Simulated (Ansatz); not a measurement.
**MP2/cc-pVDZ run of HF (hydrogen fluoride)**

What is the energy change on altering one bond length of HF (hydrogen fluoride) at MP2/cc-pVDZ? 

The results are computed with Ansatz 0.2.0.

57 further runs of the same task are left out: 1 that didn't finish, 56 set aside as unsound or not needed.

**1. The structure to begin with**

The species is HF (2 atoms), meant as a singlet with charge 0. As SMILES, `F`. The coordinates come from a PBE0-D4/def2-TZVP relaxation.

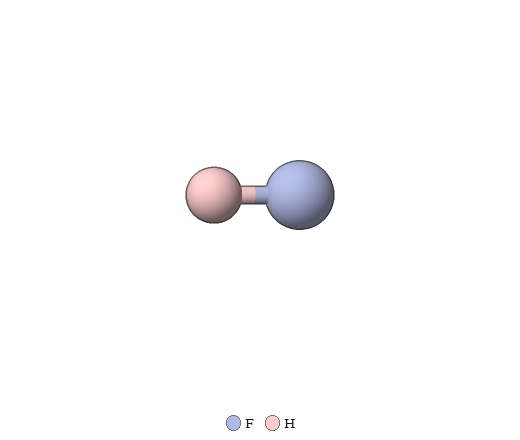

Viewed from a chosen angle; fluorine light blue, hydrogen pink.

**2. A single-point energy at MP2/cc-pVDZ**

File molecule.yaml:

```yaml
basis:
  gaussian:
    orbitals: cc-pVDZ
crystal:
  periodic: [false, false, false]
  atoms:
    - {symbol: F, position_ang: [-0.390000, 0.144600, -0.196400]}
    - {symbol: H, position_ang: [0.390000, -0.144600, 0.196400]}
correlation:
  method: mp2
  frozen_orbitals: {F: 1, H: 0}
accuracy: high
```

The run is started by

```
ansatz run molecule.yaml --threads 1 --pin off --max-ram 2610MiB --events-out events.jsonl --progress --plain --runs-dir runs
```

Log:

```text
Warning: RAYON_NUM_THREADS=1 ignored (pool sized by the plan → 1); use --threads N
Functional definition: HF
  name "HF"
  exchange = exact_x
  correlation = 0
301 factors; integrals over basis functions are off by at most 3.4e-9 eV
mean field evaluation 1: about -2720.7677 eV, gradient 2.3e1 eV
mean field evaluation 2: about -2720.7679 eV, gradient 2.3e1 eV
mean field evaluation 4: about -2721.6585 eV, gradient 1.2e0 eV
mean field evaluation 8: about -2721.6635 eV, gradient 2.4e-5 eV
mean field -2721.66354935 eV, -100.0192906287 hartree, gradient 5.0e-8 eV, S^2 0.000000; 0 other end points of the search recorded, 0 dependent functions left out
1 core orbitals not correlated: weight in the atoms' cores, before any rotation towards them, 1.000 or more for the frozen orbitals, at most 0.000 for the correlated occupied ones
reference -2721.66354935 eV, -100.0192906287 hartree; 4, 4 occupied and 14, 14 virtual orbitals, 301 factors
second order -5.49005881 eV of doubles, -0.00000000 eV of singles
Total energy: -2727.15360816 eV, -100.2210465687 hartree
```

Run time: 0.06 s. Hardware: 1 thread of Arm Neoverse V2, shared host.

**3. The distorted shape, same level**

File job.yaml:

```yaml
crystal:
  periodic: [false, false, false]
  atoms:
    - symbol: F
      position_ang: [-0.585041, 0.216915, -0.294621]
    - symbol: H
      position_ang: [0.390000, -0.144600, 0.196400]
basis:
  gaussian: {orbitals: cc-pVDZ}
accuracy: high
correlation: {method: mp2, frozen_orbitals: {F: 1, H: 0}}
```

The run is started by

```
ansatz run job.yaml --threads 1 --pin off --max-ram 2610MiB --events-out events.jsonl --progress --plain --runs-dir runs
```

Log:

```text
Warning: RAYON_NUM_THREADS=1 ignored (pool sized by the plan → 1); use --threads N
Functional definition: HF
  name "HF"
  exchange = exact_x
  correlation = 0
302 factors; integrals over basis functions are off by at most 2.6e-9 eV
mean field evaluation 1: about -2719.0791 eV, gradient 2.5e1 eV
mean field evaluation 2: about -2719.0791 eV, gradient 2.5e1 eV
mean field evaluation 4: about -2720.4089 eV, gradient 1.9e0 eV
mean field evaluation 8: about -2720.4269 eV, gradient 6.0e-5 eV
mean field -2720.42694961 eV, -99.9738464264 hartree, gradient 9.8e-9 eV, S^2 0.000000; 0 other end points of the search recorded, 0 dependent functions left out
1 core orbitals not correlated: weight in the atoms' cores, before any rotation towards them, 1.000 or more for the frozen orbitals, at most 0.000 for the correlated occupied ones
reference -2720.42694961 eV, -99.9738464264 hartree; 4, 4 occupied and 14, 14 virtual orbitals, 302 factors
second order -5.75011476 eV of doubles, -0.00000000 eV of singles
Total energy: -2726.17706436 eV, -100.1851592461 hartree
```

Run time: 0.06 s. Hardware: 1 thread of Arm Neoverse V2, shared host.

**4. What came out**

Level: MP2/cc-pVDZ, 1 core orbital frozen.

```
                                                         quantity          value
                                        first shape: total energy  -100.22105 Eh
          first shape: correlation energy (1 core orbital frozen)     -201.8 mEh
                                    distorted shape: total energy  -100.18516 Eh
      distorted shape: correlation energy (1 core orbital frozen)     -211.3 mEh
energy change with the F1–H2 bond stretched from 0.920 to 1.150 Å       0.977 eV
```

What this shows: With the F1–H2 bond stretched from 0.920 to 1.150 Å the energy rises by 0.98 eV (94.2 kJ/mol). The first shape isn't relaxed at this level, so the change isn't measured from a minimum.
